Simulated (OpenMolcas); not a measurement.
## Multiconfigurational calculation, with input and output: Ce³⁺ complex

- system: Ce³⁺ with 6 ligands (F; octahedron, 2.27 Å), embedded in Cs2NaYF6 by model potentials and point charges, whose field is part of the energies.
- method: state-averaged CASSCF, active space 1 electron in the shell 4f, basis ANO-RCC-VDZP on the metal and ANO-RCC-VDZP on the ligands, DKH2 scalar Hamiltonian, spin-orbit coupling by RASSI with atomic mean-field integrals (OpenMolcas)

**Results in brief**

- outcome: converged
- energy of the lowest spin-free term: −9451.99586 hartree
- energy of the lowest spin-orbit level: −9452.00022 hartree
- largest spread among components of a term: 0.0 cm⁻¹
- hardware: 1 thread of Intel Xeon @ 2.50GHz (Skylake/Cascade Lake), 128 GiB of memory available, shared host
- wall time: 28 s
- peak memory: 0.6 GiB

**Notes**

To bear in mind: the geometry is set by hand, with no relaxation.

**Input**
```
&GATEWAY
Basis set
Ce.ANO-RCC-VDZP.
Ce1 0.0 0.0 0.0 Angstrom
End of basis
Basis set
F.ANO-RCC-VDZP.
L1 2.270000 0.000000 0.000000 Angstrom
L2 0.000000 2.270000 0.000000 Angstrom
L3 0.000000 0.000000 2.270000 Angstrom
End of basis
Basis set
Na.EMB-AIMP.Ruiperez.7s4p.1s1p.ECP.Cs2NaYF6.
PseudoCharge
* 3 symmetry-unique lattice sites within 7.6 angstrom
End of basis
Basis set
Cs.EMB-AIMP.Ruiperez.0s.0s.ECP.Cs2NaYF6.
PseudoCharge
* 16 symmetry-unique lattice sites within 7.6 angstrom
End of basis
Basis set
F.EMB-AIMP.Ruiperez.0s.0s.ECP.Cs2NaYF6.
PseudoCharge
* 27 symmetry-unique lattice sites within 7.6 angstrom
End of basis
Basis set
Y.EMB-AIMP.Ruiperez.0s.0s.ECP.Cs2NaYF6.
PseudoCharge
* 6 symmetry-unique lattice sites within 7.6 angstrom
End of basis
Symmetry
XYZ
AngMom=0.0 0.0 0.0
AMFI
RICD
XField
1537 Angstrom 0
* Evjen-weighted lattice charges
&SEWARD
&RASSCF
FileOrb=start.orb
Symmetry=2
Spin=2
nActEl=1 0 0
Inactive=30 27
Ras2=0 7
CIRoot=7 7 1
SDav=7
CIMx=300
Iter=150 100
PrWF=0.3
OrbListing=Nothing
MaxOrb=0
LevShft=1.0
>>> COPY $Project.JobIph JOB001
&RASSI
NrOfJobIphs=1 7
1 2 3 4 5 6 7
IphNames
JOB001
EJob
SpinOrbit
DIPRint=1.0
SOCoupling=1000.0
Subsets=2
Property=9
'ANGMOM' 1 'ANGMOM' 2 'ANGMOM' 3 'MLTPL  1' 1 'MLTPL  1' 2 'MLTPL  1' 3
'AMFI' 1 'AMFI' 2 'AMFI' 3
SOProperty=3
'ANGMOM' 1 'ANGMOM' 2 'ANGMOM' 3
```

The file start.orb holds starting orbitals from an earlier step. A driver script formed the levels outside the program, from RASSI's spin-orbit matrix and the active-space energies, averaged over the components of each term or state.

Run as:
```bash
OMP_NUM_THREADS=1 MOLCAS_MEM=2457 MOLCAS_PROJECT=a pymolcas a.inp > a.log  # once for each step of the input, in one work folder
```

**Output (extracts)**
```
--- SEWARD ---
Basis set label: CE.ANO-RCC...7S6P4D2F1G.

      Electronic valence basis set:
      ------------------
      Associated Effective Charge  58.000000 au
      Associated Actual Charge     58.000000 au
      Nuclear Model: Point charge

      Shell  nPrim  nBasis  Cartesian Spherical Contaminant
         s      25       7        X
         p      22       6        X
         d      15       4                 X
         f      11       2                 X
         g       4       1                 X
                  Relativistic Douglas-Kroll-Hess integrals:
                    - DKH order of Hamiltonian: 2
                    - DKH order of Properties : 0
                  Atomic mean-field integrals
--- RASSCF ---
Wave function specifications:
      -----------------------------

      Number of closed shell electrons         114
      Number of electrons in active shells       1
      Max number of holes in RAS1 space          0
      Max nr of electrons in RAS3 space          0
      Number of inactive orbitals               57
      Number of active orbitals                  7
      Number of secondary orbitals             112
      Spin quantum number                      0.5
      State symmetry                             2
Orbital specifications:
      -----------------------

      Symmetry species                           1   2
                                                ag  au
      Frozen orbitals                            0   0
      Inactive orbitals                         30  27
      Active orbitals                            0   7
      RAS1 orbitals                              0   0
      RAS2 orbitals                              0   7
      RAS3 orbitals                              0   0
      Secondary orbitals                        60  52
      Deleted orbitals                           0   0
      Number of basis functions                 90  86
      Number of CSFs                             7
      Number of root(s) required                 7
      Iter CI   SX   CI       RASSCF       Energy    max ROT     max BLB   max BLB  Level Ln srch  Step   QN
          iter iter root      energy       change     param      element    value   shift minimum  type update
 Nr of preliminary CI iterations:   1
      Total energies have been shifted. Add                -9000.00 au
        1   1   10    0  -451.17673082    0.00E+00   6.63E-02   25  67 2 -3.19E-01*  0.60   0.00    SX    NO
        2   1    9    0  -451.91719591   -7.40E-01* -3.65E-02   30  33 1  1.24E-01*  0.72   0.00    SX    NO
        3   1    9    0  -451.97292141   -5.57E-02* -1.76E-02   30  33 1  6.12E-02*  0.77   0.00    SX    NO
        4   1    8    0  -451.98502214   -1.21E-02*  9.56E-03   30  33 1  3.36E-02*  0.78   0.00    SX    NO
        5   1    8    0  -451.98834565   -3.32E-03*  1.05E-02   30  33 1  1.82E-02*  0.79   2.16    LS   YES
        6   1    8    0  -451.98969439   -1.35E-03* -9.00E-04   11  43 2 -3.97E-03*  0.79   1.06    QN   YES
        7   1    7    0  -451.98978454   -9.02E-05*  4.98E-04   12  31 2  1.70E-03*  0.79   1.56    LS   YES
        8   1    7    0  -451.98979774   -1.32E-05*  4.52E-04   12  31 2  1.07E-03*  0.79   1.01    QN   YES
        9   1    7    0  -451.98980560   -7.86E-06* -2.66E-04   12  31 2  6.31E-04*  0.79   1.30    QN   YES
       10   1    6    0  -451.98980721   -1.61E-06* -1.58E-04   12  31 2  2.68E-04*  0.79   1.38    QN   YES
       11   1    6    0  -451.98980756   -3.49E-07* -3.86E-05   12  44 2  6.36E-05   0.79   1.23    QN   YES
       12   1    5    0  -451.98980760   -4.17E-08*  1.92E-05   10  42 2  1.67E-05   0.79   1.17    QN   YES
       13   1    4    0  -451.98980760   -5.42E-09  -4.10E-06   20  34 1  5.81E-06   0.79   1.07    QN   YES
      Convergence after 13 iterations
       14   1    4    0  -451.98980761   -3.49E-10  -4.10E-06   20  34 1  2.51E-06   0.79   1.07    QN   YES
      Natural orbitals and occupation numbers for root  1
      sym 2:   0.000000   1.000000  -0.000000   0.000000  -0.000000   0.000000   0.000000
      Natural orbitals and occupation numbers for root  2
      sym 2:  -0.000000   0.000000   1.000000   0.000000   0.000000  -0.000000   0.000000
      Natural orbitals and occupation numbers for root  3
      sym 2:  -0.000000  -0.000000   0.000000  -0.000000   0.000000   1.000000   0.000000
::    RASSCF root number  1 Total energy:  -9451.99586091
::    RASSCF root number  2 Total energy:  -9451.99225718
::    RASSCF root number  3 Total energy:  -9451.99225718
::    RASSCF root number  4 Total energy:  -9451.99225718
::    RASSCF root number  5 Total energy:  -9451.98534026
::    RASSCF root number  6 Total energy:  -9451.98534026
::    RASSCF root number  7 Total energy:  -9451.98534026
--- RASSI ---
SPIN-FREE ENERGIES:
  (Shifted by EMIN (a.u.) =      -9451.9958609084)

 SF State       Relative EMIN(au)   Rel lowest level(eV)    D:o, cm**(-1)

     1             0.0000000000        0.0000000000              0.0000
     2             0.0036037300        0.0980624883            790.9273
     3             0.0036037300        0.0980624883            790.9273
     4             0.0036037300        0.0980624883            790.9273
     5             0.0105206439        0.2862813045           2309.0144
     6             0.0105206439        0.2862813045           2309.0144
     7             0.0105206439        0.2862813045           2309.0144
     Dipole printing threshold changed to   1.00000000E+00
Eigenvalues of complex Hamiltonian:
   -----------------------------------
  (Shifted by EMIN (a.u.) =      -9451.9958609084)

 SO State       Relative EMIN(au)   Rel lowest level(eV)    D:o, cm**(-1)

     1            -0.0043580673        0.0000000000              0.0000
     2            -0.0043580673        0.0000000000              0.0000
     3             0.0007945342        0.1402094277           1130.8653
     4             0.0007945342        0.1402094277           1130.8653
     5             0.0007945341        0.1402094274           1130.8653
     6             0.0007945341        0.1402094274           1130.8653
     7             0.0064319285        0.2936107437           2368.1304
     8             0.0064319285        0.2936107437           2368.1304
     9             0.0118500684        0.4410458413           3557.2746
    10             0.0118500684        0.4410458413           3557.2746
    11             0.0118500685        0.4410458417           3557.2746
    12             0.0118500685        0.4410458417           3557.2746
    13             0.0150100551        0.5270334592           4250.8115
    14             0.0150100551        0.5270334592           4250.8115
Weights of the five most important spin-orbit-free states for each spin-orbit state.

 SO State  Total energy (au)           Spin-free states, spin, and weights
 -------------------------------------------------------------------------------------------------------
    1        -0.004358       1 0.5  0.5961    4 0.5  0.1346    2 0.5  0.1346    3 0.5  0.1346    6 0.5  0.0000
    2        -0.004358       1 0.5  0.5961    4 0.5  0.1346    2 0.5  0.1346    3 0.5  0.1346    6 0.5  0.0000
    3         0.000795       4 0.5  0.3986    7 0.5  0.1892    2 0.5  0.1616    6 0.5  0.1242    3 0.5  0.1165
    4         0.000795       4 0.5  0.3986    7 0.5  0.1892    2 0.5  0.1616    6 0.5  0.1242    3 0.5  0.1165
    5         0.000795       3 0.5  0.3347    2 0.5  0.2895    5 0.5  0.2056    6 0.5  0.0913    4 0.5  0.0525
    6         0.000795       3 0.5  0.3347    2 0.5  0.2895    5 0.5  0.2056    6 0.5  0.0913    4 0.5  0.0525
    7         0.006432       1 0.5  0.4039    3 0.5  0.1987    2 0.5  0.1987    4 0.5  0.1987    6 0.5  0.0000
    8         0.006432       1 0.5  0.4039    3 0.5  0.1987    2 0.5  0.1987    4 0.5  0.1987    6 0.5  0.0000
    9         0.011850       7 0.5  0.3496    6 0.5  0.3236    4 0.5  0.2005    3 0.5  0.0677    2 0.5  0.0550
   10         0.011850       7 0.5  0.3498    6 0.5  0.3234    4 0.5  0.2005    3 0.5  0.0677    2 0.5  0.0551
   11         0.011850       5 0.5  0.4476    2 0.5  0.1605    3 0.5  0.1478    6 0.5  0.1276    7 0.5  0.1015
   12         0.011850       5 0.5  0.4476    2 0.5  0.1604    3 0.5  0.1478    6 0.5  0.1277    7 0.5  0.1014
```

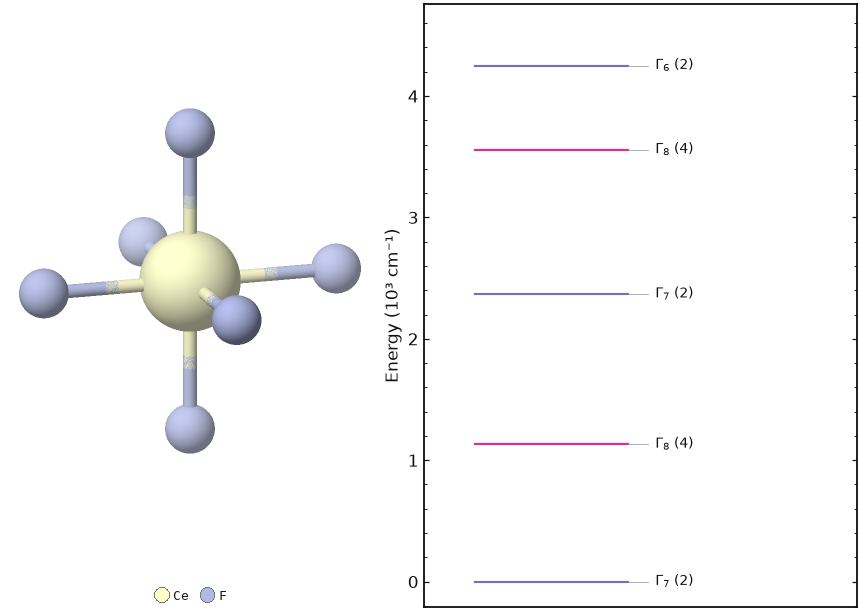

Ce³⁺ (4f) as a dopant in Cs₂NaYF₆, a cluster with its 6 nearest F⁻ at 2.270 Å (octahedron) embedded in model potentials and point charges; the geometry was set, not optimised, and its levels. Labels give the representation in O, Td, D4 or D3 as the site allows (double group for half-integer spin) where it could be assigned and, in brackets, the degeneracy; spin-free states, where drawn, share the zero of the spin-orbit levels. The ground level is Γ₇, a Kramers doublet, 100 % from states of spin multiplicity 2, effective J = 2.54, with |mJ| = 3/2 the largest share (82 %). Its principal g values are 1.07, 1.07 and 1.07, isotropic. The next level lies at 1,130 cm⁻¹ (Γ₈). The lowest J multiplet spreads over 1,130 cm⁻¹. The active orbitals hold 99 to 100 % metal character (Löwdin), and the Mulliken charge of the metal is +2.34.
